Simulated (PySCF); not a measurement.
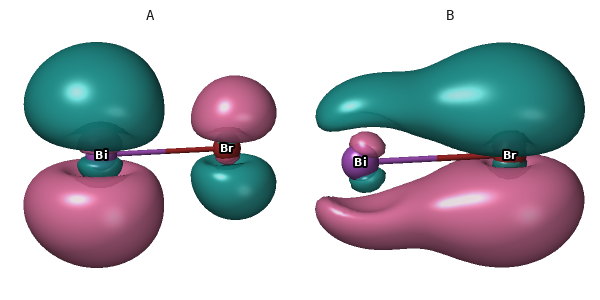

Figure 1: BiBr (triplet). Two frontier α-spin orbitals, each drawn at the value that holds 80 % of its norm (teal and pink are the two phases), in no order; of a degenerate pair one member is drawn.

Core potentials replace the inner electrons of Bi.

Method: PBE0/cc-pVTZ(-PP), non-relativistic Hamiltonian with scalar-relativistic core potentials where named, at a bond length of 2.593 Å in PySCF 2.14.0.

Name the orbitals and rank them from lowest to highest energy.

Orbital B: π, occupied in this spin, −8.64 eV; mainly on Br (80 %).
Orbital A: π, occupied in this spin, −6.17 eV; mainly on Bi (85 %).
